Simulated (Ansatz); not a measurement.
CdSe (zinc blende), conventional cell a = b = c = 6.1333 Å, α = β = γ = 90.00°. The calculation uses the primitive cell of 2 atoms, to which meshes and values per cell refer.

E(V) scan at fixed shape, V₀ the volume above. Symmetry pins the atoms to their sites.

Method: r2SCAN (plane waves to 500 eV, PAW, scalar-relativistic; Ansatz, a quantum-chemistry and plane-wave program). k mesh 9×9×9 (Γ-centred), Fermi-Dirac smearing 0.05 eV. The energy includes the smearing's −TS. CdSe was relaxed with its symmetry unable to fall. The PAW data are Ansatz's earlier set. The zero of ΔE is the relaxed starting cell.

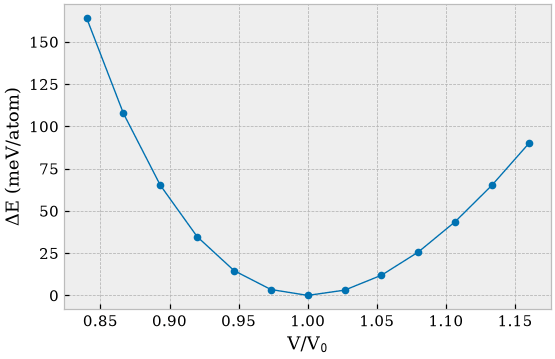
Figure. ΔE (meV/atom) against V/V₀; computed points joined by lines.

What is ΔE at V/V₀ = 0.840?

About 160 meV/atom.

What bulk modulus B₀ follows from a third-order Birch-Murnaghan fit?

About 52 GPa.

(Under strain, the slope of the energy per volume gives the stress and its curvature an elastic modulus.)
